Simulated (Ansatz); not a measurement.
**GaP: H interstitial (started 2.36 Å from the nearest host atom), symmetric start**

Base system: a 16-atom supercell of GaP in the zinc blende structure (space group F-43m, No. 216; a = 5.4514 Å) at its relaxed geometry.

Now apply this change: one H atom is added in an open site, starting 2.36 Å from the nearest host atom, atoms relaxed at fixed cell.

Method: r2SCAN in Ansatz (plane waves to 500 eV, PAW, scalar-relativistic without spin-orbit coupling). k-mesh 4×4×4 (Γ-centred); smearing 0.01 eV (Fermi–Dirac).

```tsv
quantity	base	changed	shift
pressure	0.0 GPa	0.6 GPa	+0.55 GPa
largest displacement of a host atom from its site in the perfect cell	–	0.01 Å	–
```

Final structure:

```xyz
17
Lattice="0.0000 5.4514 5.4514 5.4514 0.0000 5.4514 5.4514 5.4514 0.0000" Properties=species:S:1:pos:R:3 pbc="T T T"
P      4.0848     4.0848     4.0848
P      6.8179     6.8179     4.0848
P      6.8179     4.0848     6.8179
P      9.5408     6.8133     6.8133
P      4.0848     6.8179     6.8179
P      6.8133     9.5408     6.8133
P      6.8133     6.8133     9.5408
P      9.5408     9.5408     9.5408
Ga     0.0000     0.0000     0.0000
Ga     2.7257     2.7257    -0.0064
Ga     2.7257    -0.0064     2.7257
Ga     5.4577     2.7257     2.7257
Ga    -0.0064     2.7257     2.7257
Ga     2.7257     5.4577     2.7257
Ga     8.1771     8.1771     5.4577
Ga     5.4514     5.4514     5.4514
H      2.7257     2.7257     2.7257
```

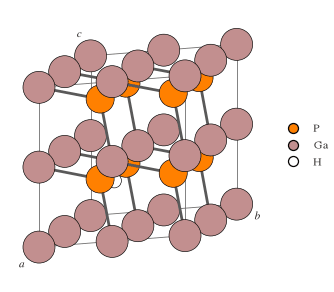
The relaxed cell after the change

Other magnetic orders, which the real material may have, were not ruled out. The cell is small, so the values are those of an ordered compound at a high defect concentration; dilute-limit values will differ. A case with no gap was solved on a k-mesh chosen for an insulator, which is coarse for it. The defect started on the symmetric site and kept its symmetry, so it may sit on a saddle. The defect cell is spin-polarised and ends with 1.0 μB.

Ansatz is a first-principles code.
